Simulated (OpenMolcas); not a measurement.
**One shape, several levels: CH5FOSn (SMILES FC[O][SnH3])**

Aim: a comparison of 6 runs (HF/STO-3G, HF/def2-SVP, B2PLYP/def2-SVP, M06-2X/def2-SVP, M06-L/def2-SVP, revPBE/def2-SVP) of CH5FOSn. 

Program for the calculation: OpenMolcas 26.06.

### 1 The structure to begin with

CH5FOSn has 9 atoms, charge 0, and is taken as a singlet. SMILES: `FC[O][SnH3]`. The Sn4–H9 distance was set to 3.737 Å, away from the relaxed value. At this shape a bond of the SMILES string is far longer than usual.

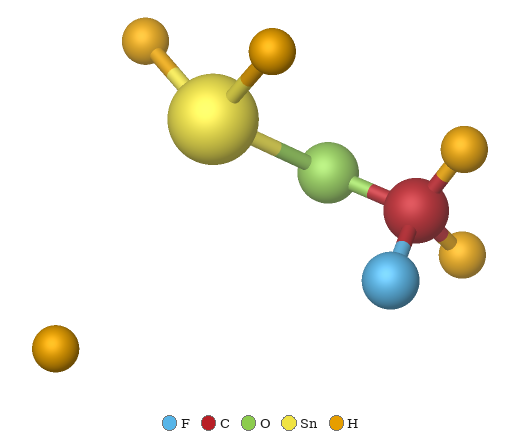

Viewed from a chosen angle; fluorine blue, carbon red, oxygen green, tin yellow, hydrogen amber.

### 2 The energy at HF/STO-3G (run 1)

test.inp

```
* CH5FOSn Hartree-Fock

&GATEWAY
 BasLib=$CurrDir
 Coord
 9
 angstrom
 F       -1.453832       0.476691       1.369128
 C       -2.148532      -0.711409       1.615428
 O       -1.593032      -1.740909       0.932628
 Sn       0.382268      -1.979009       1.017928
 H       -2.115832      -0.843509       2.706928
 H       -3.176132      -0.552909       1.271528
 H        0.833068      -1.667809       2.632428
 H        0.550768      -3.610609       0.572328
 H        1.953500       0.363100      -1.434400
 Basis=STO-3G
 Group=NoSym

&SEWARD

&SCF
 Thresholds=1e-10 1e-07 1e-07 1e-05
 PrOrbitals=1 2
```

The basis set STO-3G is read from a file made from the Basis Set Exchange's data (not shown).

Run with:

```bash
$ export MOLCAS_MEM=1860
$ pymolcas test.inp > test.log
```

Log:

```text
--- Start Module: gateway ---
[...]
--- Stop Module: gateway /rc=_RC_ALL_IS_WELL_ ---
--- Start Module: seward ---
[...]
      Basis functions           47
--- Stop Module: seward /rc=_RC_ALL_IS_WELL_ ---
--- Start Module: scf ---
[...]
       Convergence after  17 Iterations
[...]
::    Total SCF energy                              -6175.1789217950
[...]
      Total spin, S                                     0.0000000000
[...]
      Total electronic charge=   78.000000
      Total            charge=   -0.000000
[...]
      Dipole Moment (debye):
      Origin of the operator (angstrom)=   -0.2037   -1.5760    1.0944
                   X=  3.3671E-01               Y= -1.7154E+00               Z=  1.7033E+00           Total=  2.4408E+00
      Quadrupole Moment (debye*angstrom):
[...]
--- Stop Module: scf /rc=_RC_ALL_IS_WELL_ ---
[...]
```

Wall time 1.5 s (1 thread of Intel Xeon 6975P-C (Granite Rapids), shared host); peak memory 0.38 GiB.

### 3 The energy at HF/def2-SVP (core potential) (run 2)

calc.input

```
&GATEWAY
BASLIB
$CurrDir
COORD
9
angstrom
F       -1.453832       0.476691       1.369128
C       -2.148532      -0.711409       1.615428
O       -1.593032      -1.740909       0.932628
Sn       0.382268      -1.979009       1.017928
H       -2.115832      -0.843509       2.706928
H       -3.176132      -0.552909       1.271528
H        0.833068      -1.667809       2.632428
H        0.550768      -3.610609       0.572328
H        1.953500       0.363100      -1.434400
BASIS
def2-SVP
GROUP
NoSym
&SEWARD
&SCF
THRESHOLDS
1e-10 1e-07 1e-07 1e-05
PRORBITALS
1 2
```

The basis set def2-SVP is read from a file made from the Basis Set Exchange's data (not shown).

Run with:

```bash
$ export MOLCAS_MEM=1860
$ pymolcas calc.input > calc.log
```

Log:

```text
--- Start Module: gateway ---
[...]
--- Stop Module: gateway /rc=_RC_ALL_IS_WELL_ ---
--- Start Module: seward ---
[...]
      Basis functions           93
--- Stop Module: seward /rc=_RC_ALL_IS_WELL_ ---
[...]
--- Start Module: scf ---
[...]
       Convergence after  16 Iterations
[...]
::    Total SCF energy                               -428.0407302592
[...]
      Total spin, S                                     0.0000000000
[...]
      Total electronic charge=   50.000000
      Total            charge=   -0.000000
[...]
      Dipole Moment (debye):
      Origin of the operator (angstrom)=   -0.2037   -1.5760    1.0944
                   X= -6.6229E-01               Y= -3.3543E+00               Z=  3.4322E+00           Total=  4.8446E+00
      Quadrupole Moment (debye*angstrom):
[...]
--- Stop Module: scf /rc=_RC_ALL_IS_WELL_ ---
[...]
```

Run time: 6.3 s. Hardware: 1 thread of Intel Xeon 6975P-C (Granite Rapids), shared host; peak memory 0.51 GiB.

Runs 3 to 4 aren't shown in full; the table further down has their settings and results.

### 4 The energy at M06-L/def2-SVP (core potential) (run 5)

mol.input

```
&GATEWAY
BasLib
$CurrDir
Coord
9
angstrom
F       -1.453832       0.476691       1.369128
C       -2.148532      -0.711409       1.615428
O       -1.593032      -1.740909       0.932628
Sn       0.382268      -1.979009       1.017928
H       -2.115832      -0.843509       2.706928
H       -3.176132      -0.552909       1.271528
H        0.833068      -1.667809       2.632428
H        0.550768      -3.610609       0.572328
H        1.953500       0.363100      -1.434400
Basis
def2-SVP
Group
NoSym
&SEWARD
GridInput
Grid=UltraFine
End of Grid
&SCF
KSDFT
M06L
Thresholds
1e-10 1e-07 1e-07 1e-05
PrOrbitals
1 1
```

The basis set def2-SVP is read from a file made from the Basis Set Exchange's data (not shown).

Run with:

```bash
$ export MOLCAS_MEM=1860
$ pymolcas mol.input > mol.log
```

Log:

```text
--- Start Module: gateway ---
[...]
--- Stop Module: gateway /rc=_RC_ALL_IS_WELL_ ---
--- Start Module: seward ---
[...]
      Basis functions           93
--- Stop Module: seward /rc=_RC_ALL_IS_WELL_ ---
[...]
--- Start Module: scf ---
[...]
       Convergence after  24 Iterations
[...]
::    Total KS-DFT energy                            -430.2685740248
[...]
      Total spin, S                                     0.0000000000
[...]
      Total electronic charge=   50.000000
      Total            charge=   -0.000000
[...]
      Dipole Moment (debye):
      Origin of the operator (angstrom)=   -0.2037   -1.5760    1.0944
                   X= -4.8990E-01               Y= -2.6512E+00               Z=  2.6224E+00           Total=  3.7611E+00
      Quadrupole Moment (debye*angstrom):
[...]
--- Stop Module: scf /rc=_RC_ALL_IS_WELL_ ---
[...]
```

Run time: 38 s. Hardware: 1 thread of Intel Xeon 6975P-C (Granite Rapids), shared host; peak memory 0.51 GiB.

### 5 The energy at revPBE/def2-SVP (core potential) (run 6)

mol.inp

```
* CH5FOSn Kohn-Sham DFT
>>> EXPORT MOLCAS_PRINT=2

&GATEWAY
 BasLib
 $CurrDir
 Coord
 9
 angstrom
 F       -1.453832       0.476691       1.369128
 C       -2.148532      -0.711409       1.615428
 O       -1.593032      -1.740909       0.932628
 Sn       0.382268      -1.979009       1.017928
 H       -2.115832      -0.843509       2.706928
 H       -3.176132      -0.552909       1.271528
 H        0.833068      -1.667809       2.632428
 H        0.550768      -3.610609       0.572328
 H        1.953500       0.363100      -1.434400
 Basis
 def2-SVP
 Group
 NoSym

&SEWARD
 GridInput
 Grid=UltraFine
 End of Grid

&SCF
 KSDFT
 revPBE
 Thresholds
 1e-10 1e-07 1e-07 1e-05
 PrOrbitals
 1 1
```

The basis set def2-SVP is read from a file made from the Basis Set Exchange's data (not shown).

Run with:

```bash
$ export MOLCAS_MEM=1860
$ pymolcas mol.inp > mol.log
```

Log:

```text
--- Start Module: gateway ---
[...]
--- Stop Module: gateway /rc=_RC_ALL_IS_WELL_ ---
--- Start Module: seward ---
[...]
      Basis functions           93
--- Stop Module: seward /rc=_RC_ALL_IS_WELL_ ---
[...]
--- Start Module: scf ---
[...]
       Convergence after  30 Iterations
[...]
::    Total KS-DFT energy                            -430.1223126518
[...]
      Total spin, S                                     0.0000000000
[...]
      Total electronic charge=   50.000000
      Total            charge=   -0.000000
[...]
      Dipole Moment (debye):
      Origin of the operator (angstrom)=   -0.2037   -1.5760    1.0944
                   X= -5.7498E-01               Y= -2.3147E+00               Z=  2.4328E+00           Total=  3.4069E+00
      Quadrupole Moment (debye*angstrom):
[...]
--- Stop Module: scf /rc=_RC_ALL_IS_WELL_ ---
[...]
```

Wall time 33 s (1 thread of Intel Xeon 6975P-C (Granite Rapids), shared host); peak memory 0.51 GiB.

### 6 The series

```csv
run,level,frozen core orbitals,integration grid,energy (Eh),dipole moment (D),HOMO energy (eV),LUMO energy (eV),wall time
1,HF/STO-3G,–,–,-6175.178922,2.44,-3.81,1.59,1.5 s
2,HF/def2-SVP (core potential),–,–,-428.040730,4.84,-7.67,-1.79,6.3 s
3,B2PLYP/def2-SVP (core potential),7,UltraFine,-429.666553,3.98,-6.82,-3.42,23 s
4,M06-2X/def2-SVP (core potential),–,UltraFine,-429.961817,3.91,-6.86,-3.44,30 s
5,M06-L/def2-SVP (core potential),–,UltraFine,-430.268574,3.76,-5.70,-4.72,38 s
6,revPBE/def2-SVP (core potential),–,UltraFine,-430.122313,3.41,-5.51,-4.68,33 s
```

### 7 Outcome

```
            quantity          value
 run 6: total energy  -430.12231 Eh
run 6: dipole moment         3.41 D
  run 6: HOMO energy       -5.51 eV
  run 6: LUMO energy       -4.68 eV
run 6: HOMO–LUMO gap        0.83 eV
```

The dipole moment (its size) runs from 2.44 D (HF/STO-3G) to 4.84 D (HF/def2-SVP). The two ends differ in basis and core potential. The HOMO–LUMO gap runs from 0.83 eV (revPBE/def2-SVP) to 5.88 eV (HF/def2-SVP). Exact exchange widens orbital gaps. For B2PLYP the log adds the whole second-order term; the table takes 0.27 of it, as the functional is defined. Totals of different functionals can't be ranked against each other. Some runs of one species differ in core potentials or relativity; totals across that change don't compare. In run 1 the basis is minimal, so the values are rough. In runs 1, 2, 3, 4, 5, 6 a closed-shell determinant meets a far-stretched bond, which it describes badly. In run 1 relativity is left out where basis or elements ask for it. All runs together took 2.2 min, the longest 38 s.
